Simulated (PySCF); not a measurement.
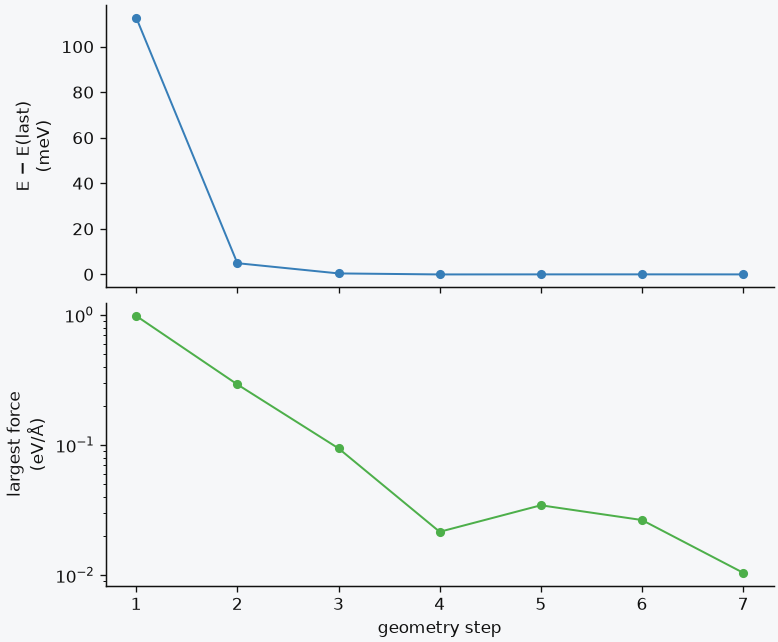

History of a geometry optimisation.

System: ClH5Si2 (SMILES [SiH3][SiH2]Cl).
Method: PBE0-D3(BJ)/def2-SVP, geometry optimisation in PySCF.

### How did it end, and what did it gain?

The optimisation met its thresholds at geometry 7, counting the start as the first. The energy fell by about 110 meV from the first step to the last. The largest force goes from about 0.98 eV/Å at the start to 0.01 eV/Å at the end.

### By which step was nine tenths of the energy gained?

By step 2 of 7.
